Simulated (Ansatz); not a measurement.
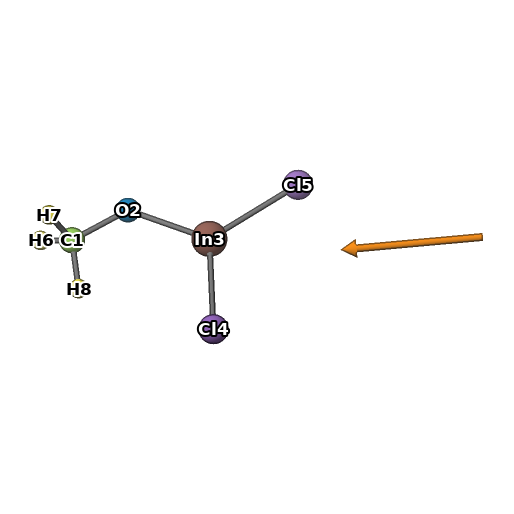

The arrow beside the molecule shows the direction of the dipole moment, from the negative to the positive end (its length means nothing). The computed structure is the end point of a PBE0-D4/def2-TZVP optimisation. Properties computed with RKS PBE-D4/def2-TZVPP, core potentials on In (Ansatz 0.2.0).

**How large is the dipole moment?**

1.51 D; it points from the side of Cl5 to the side of H6 (the outermost atoms at the two ends).
